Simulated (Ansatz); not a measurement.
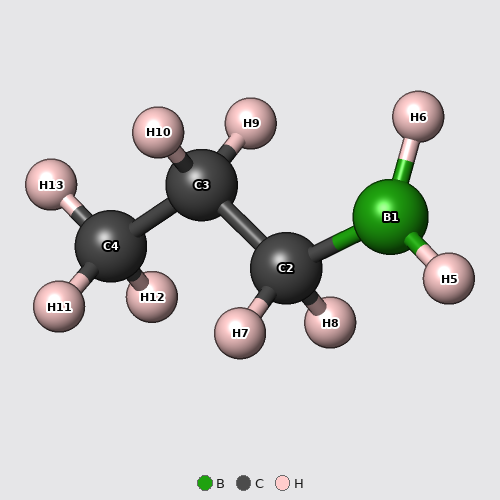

The system is C₃H₉B, SMILES BCCC; the picture shows the reference structure. First axis: dihedral B1–C2–C3–C4. Second axis: dihedral H5–B1–C2–C3. Nothing is relaxed (all other coordinates rigid). The grid has 8 × 8 points. All energies are given in kJ/mol relative to the lowest grid point. Energies and slopes of some neighbouring points disagree (a jump in structure or state, or too coarse a mesh). Theory: RKS PBE0-D4/def2-TZVP (Ansatz).

Its coordinates:

| atom | x (Å) | y (Å) | z (Å) |
| --- | --- | --- | --- |
| B | -1.1029 | 1.7278 | -0.6361 |
| C | -0.5341 | 0.2895 | -0.5598 |
| C | 0.5356 | -0.0196 | 0.4797 |
| C | 0.9027 | -1.4919 | 0.5484 |
| H | -1.8000 | 2.0493 | -1.5569 |
| H | -0.9083 | 2.5278 | 0.2370 |
| H | -0.2383 | -0.0683 | -1.5554 |
| H | -1.4433 | -0.3095 | -0.3496 |
| H | 0.1918 | 0.3232 | 1.4614 |
| H | 1.4321 | 0.5696 | 0.2581 |
| H | 1.2767 | -1.8493 | -0.4155 |
| H | 0.0321 | -2.1018 | 0.8073 |
| H | 1.6764 | -1.6816 | 1.2962 |

Range: dihedral B1–C2–C3–C4 from −180 to 135°; dihedral H5–B1–C2–C3 from −180 to 135°.

What will the energy surface look like?

Answer. The lowest grid point is at dihedral B1–C2–C3–C4 = −180°, dihedral H5–B1–C2–C3 = −180°. Other grid points that lie below all their neighbours: dihedral B1–C2–C3–C4 = −180°, dihedral H5–B1–C2–C3 = 0° (0.9 kJ/mol higher); dihedral B1–C2–C3–C4 = −90°, dihedral H5–B1–C2–C3 = −180° (3.1 kJ/mol higher); dihedral B1–C2–C3–C4 = −90°, dihedral H5–B1–C2–C3 = 0° (4.1 kJ/mol higher). The highest grid point, dihedral B1–C2–C3–C4 = 0°, dihedral H5–B1–C2–C3 = 90°, lies 34.0 kJ/mol above the lowest.

| dihedral H5–B1–C2–C3 ↓, dihedral B1–C2–C3–C4 → | −180 | −135 | −90 | −45 | 0 | 45 | 90 | 135 |
| --- | --- | --- | --- | --- | --- | --- | --- | --- |
| 135 | 5.1 | 16.7 | 9.7 | 9.4 | 23.1 | 10.6 | 12.8 | 13.4 |
| 90 | 17.2 | 29.2 | 23.3 | 22.9 | 34.0 | 20.2 | 25.8 | 26.7 |
| 45 | 12.2 | 22.3 | 16.8 | 20.5 | 30.4 | 14.0 | 18.9 | 20.6 |
| 0 | 0.9 | 10.9 | 4.1 | 8.2 | 22.5 | 6.0 | 6.6 | 8.4 |
| −45 | 5.5 | 16.9 | 10.0 | 10.0 | 24.3 | 11.6 | 13.0 | 13.6 |
| −90 | 16.9 | 28.8 | 22.8 | 22.7 | 34.0 | 20.2 | 25.6 | 26.1 |
| −135 | 12.0 | 22.2 | 16.4 | 20.3 | 30.4 | 14.0 | 18.9 | 20.4 |
| −180 | 0.0 | 10.1 | 3.1 | 6.7 | 20.8 | 5.0 | 5.9 | 7.5 |

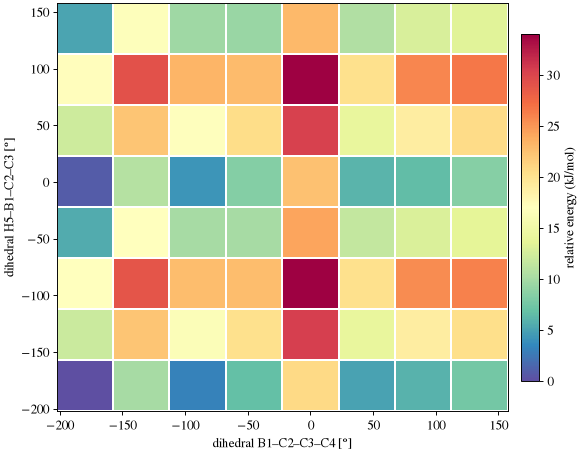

Drawn: one coloured cell a grid point.

Each point was launched as `ansatz run input.yaml --threads 1 --pin off --max-ram 2560MiB --backend cpu --events-out ev --progress --plain --runs-dir out`. Time for the 64 points that were run: 10 min on 1 thread of Arm Neoverse V2, with other jobs on the host.
